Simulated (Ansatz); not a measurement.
C₃H₁₂Si₂ (SMILES CC[SiH2]C[SiH3])

The calculation's input:

```
crystal:
  periodic: [false, false, false]
  atoms:
    - {symbol: C, position_ang: [-1.485160, 0.635697, 1.228540]}
    - {symbol: C, position_ang: [-0.799801, 0.481751, -0.141440]}
    - {symbol: C, position_ang: [1.898854, 0.465397, -1.777124]}
    - {symbol: Si, position_ang: [1.080154, 0.722588, -0.086626]}
    - {symbol: Si, position_ang: [1.378489, 1.653022, -3.150110]}
    - {symbol: H, position_ang: [-1.103054, -0.093525, 1.952632]}
    - {symbol: H, position_ang: [-1.319473, 1.634210, 1.649967]}
    - {symbol: H, position_ang: [-2.569140, 0.486949, 1.152894]}
    - {symbol: H, position_ang: [-1.227979, 1.198598, -0.855394]}
    - {symbol: H, position_ang: [-1.011768, -0.514233, -0.555365]}
    - {symbol: H, position_ang: [1.667477, -0.239326, 0.893574]}
    - {symbol: H, position_ang: [1.393035, 2.096613, 0.405493]}
    - {symbol: H, position_ang: [1.708929, -0.564047, -2.110973]}
    - {symbol: H, position_ang: [2.986388, 0.550505, -1.644996]}
    - {symbol: H, position_ang: [-0.072253, 1.510749, -3.456416]}
    - {symbol: H, position_ang: [1.626944, 3.064910, -2.747407]}
    - {symbol: H, position_ang: [2.135790, 1.390844, -4.406348]}
basis:
  gaussian: {orbitals: def2-SVPD}
hamiltonian: {xc: {name: PBE0}}
output: {forces: true, orbitals: {seedname: orbitals}}
```

Command:

```sh
ansatz run input.yaml --threads 2 --pin off --max-ram 4350MiB --events-out events.jsonl --progress --plain --runs-dir runs
```

Geometry: B3LYP/6-31G*.

All numbers below come from isolated molecule in a Gaussian basis; Kohn-Sham density functional theory, functional PBE0 in Ansatz.

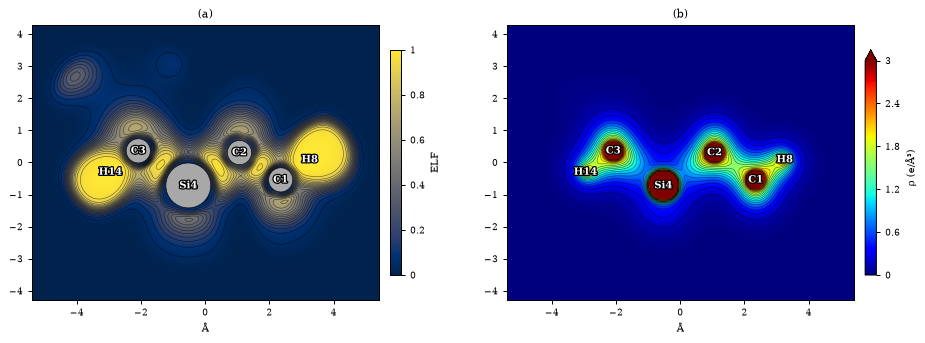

Figure 1. (a) ELF; (b) electron density on the plane of atoms C2, Si4 and C3. Grey discs cover the atomic cores in the ELF map.

Question: Interpret the plot.

Answer:
- The plane passes through C, Si and H nuclei.
- C–C (1.54 Å): the density is about 1.6 e/Å³ at the midpoint; the ELF peaks at about 0.95 between the atoms; a covalent bond.
- C–Si (1.90 Å): the density is about 0.94 e/Å³ at the midpoint; the ELF peaks at about 1 between the atoms (a shared electron pair).
- C–H (1.10 Å): the density is about 1.9 e/Å³ at the midpoint; the ELF climbs to about 1 towards the hydrogen, as it does in any bond to H (a covalent bond by its length).

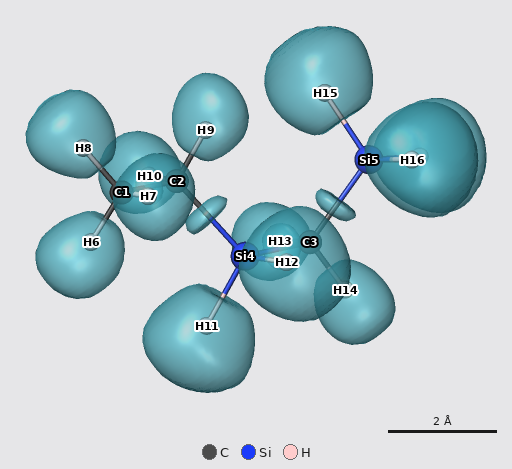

Figure 2. Isosurface of the ELF at 0.9 (cyan), seen at a tilt. Only the valence region is drawn (cores and ρ < 0.01 e/Å³ removed).

Question: Where are the electrons localised?

Answer: The ELF exceeds this value in one region between bonded C–C atoms (shared pairs), three regions between bonded C–Si atoms (shared pairs) and twelve regions around hydrogen nuclei. Along the contacts the grid gives the following. C–Si (1.89 Å): the ELF peaks at about 0.95 between the atoms; a shared electron pair.

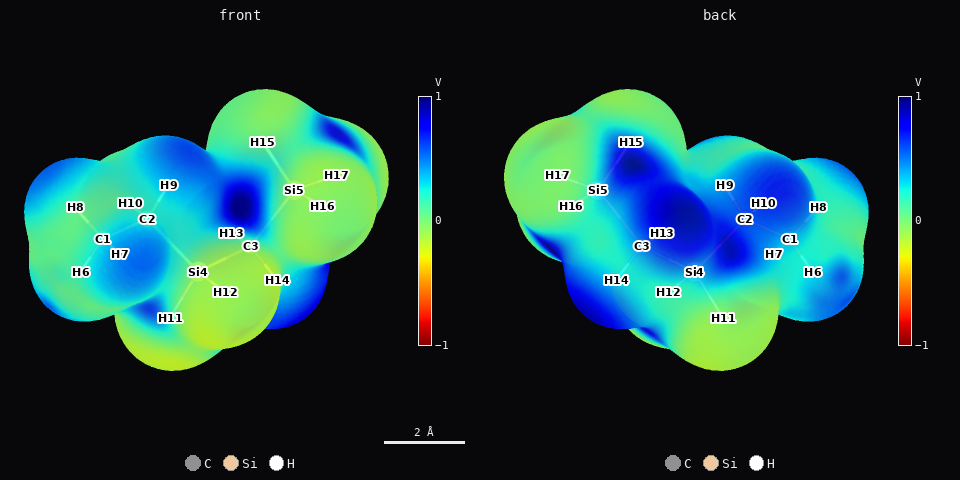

Figure 3. The molecular electrostatic potential painted on the density surface at 0.002 e/bohr³, seen from the front and from behind; red is negative and blue positive.

Question: Describe the electrostatic potential map.

Answer: The most negative region (about −0.2 V) lies over H11 and H12, the most positive (about +0.9 V, or +21 kcal/mol for a unit charge) over Si4, Si5 and H13.

Question: What dipole moment does the calculation give?

Answer: Its dipole moment is 0.75 D.
